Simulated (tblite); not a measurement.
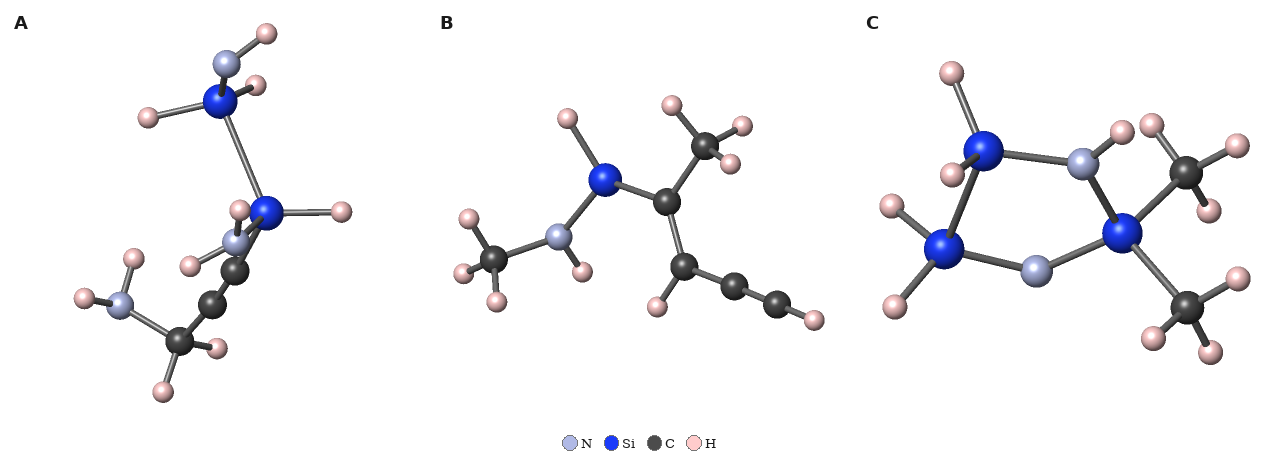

(Drawn from a calculation with tblite.)

State: neutral, doublet.

Which panel belongs to which SMILES?
(1) [NH][SiH2][Si@@H](N)C#CCN
(2) C#C/C=C(\C)[SiH]NC
(3) C[Si]1(C)[N][SiH2][SiH2]N1

A is (1), B is (2), C is (3).
